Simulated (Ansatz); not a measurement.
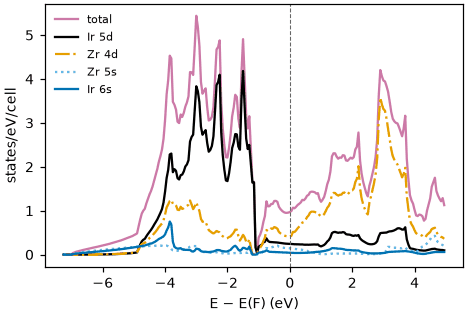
Fig. 1. Total and projected density of states of ZrIr (rock salt, Fm-3m), DFT-PBE in the program Ansatz with PAW potentials

Question: Which orbitals carry the states next to the Fermi level?

Answer: Within 0.5 eV of the Fermi level: Zr 4d 50 %, Ir 5d 23 %, Zr 5s 13 %, outside the projected shells 9 %. Projections are on Löwdin-orthogonalised atomic valence shells; empty p or d shells of many metals are not among them.

Question: Where is the tallest occupied peak in this window, and what makes it?

Answer: Near -3.0 eV, about 5.4 states/eV per cell; the largest projected share is Ir 5d.

The start of the workflow was typed in or built on a structure type; neither database checked (COD, Materials Project) lists it. COD files the formula under space group No. 221, so this cell is another polymorph or a model. Its standing as an ambient phase is unchecked. The cell was relaxed with PBE under the symmetry of its start; its stability against distortions is not shown here. No spin polarisation was allowed. Spin–orbit coupling is left out wherever it is not named.

Potentials: the earlier of the program's two PAW sets.
